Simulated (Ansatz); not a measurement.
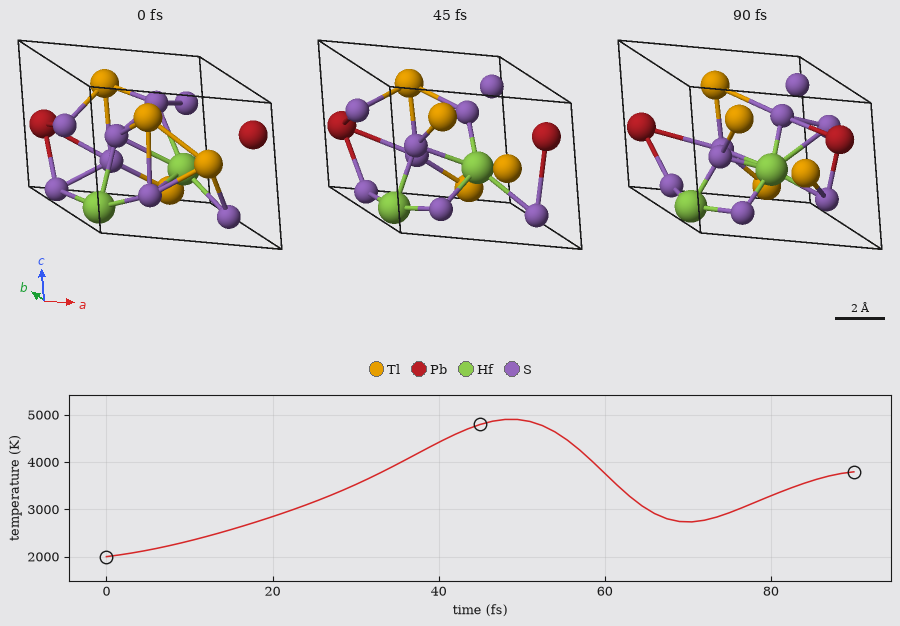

Molecular dynamics of an amorphous cell of composition HfTl$_{2}$PbS$_{4}$ (16 atoms in the cell), 90 fs long. Frames and the history of the run. A ball-and-stick model of the simulation cell, seen slightly off an axis. Atoms that leave the cell re-enter on the other side. Bonds to atoms that aren't drawn are left out.

Method: Ansatz 0.2.0, DFT, PAW plane waves, PBE. Set-up: plane-wave cutoff 420 eV; k-point mesh 2 × 2 × 3; cold smearing 0.15 eV; Nosé-Hoover thermostat (NVT); set temperature 2000 K; time step 1.5 fs.

Describe the run.

Answer. Over the second half the temperature averages 3694 K (spread ±743 K). That is above the set 2000 K, because the structure releases potential energy faster than the thermostat removes it. The potential energy in the second half lies on average 324 meV per atom below the first frame. Root-mean-square distances from the starting positions over the second half, with the common drift of all atoms taken out: S 1.00 Å, Pb 0.52 Å, Hf 0.38 Å, Tl 0.34 Å. The run lasts only 90 fs, too short to tell vibration from diffusion. Bond changes: 2 S–S bonds form between 69 fs and 74 fs. The conserved quantity stays between −0.55 and 0.082 meV per atom of its start. A straight-line fit has a slope that amounts to −0.37 meV per atom over 90 fs (under 0.1 % of the mean kinetic energy), and the ripple about it is 0.1 % of the kinetic energy's fluctuation. With a drift under 2 % and a ripple under 7 %, the integration is accurate.

Limits of the set-up: the periodic images lie only 6.1 Å apart, so the values are limited by the cell's size.
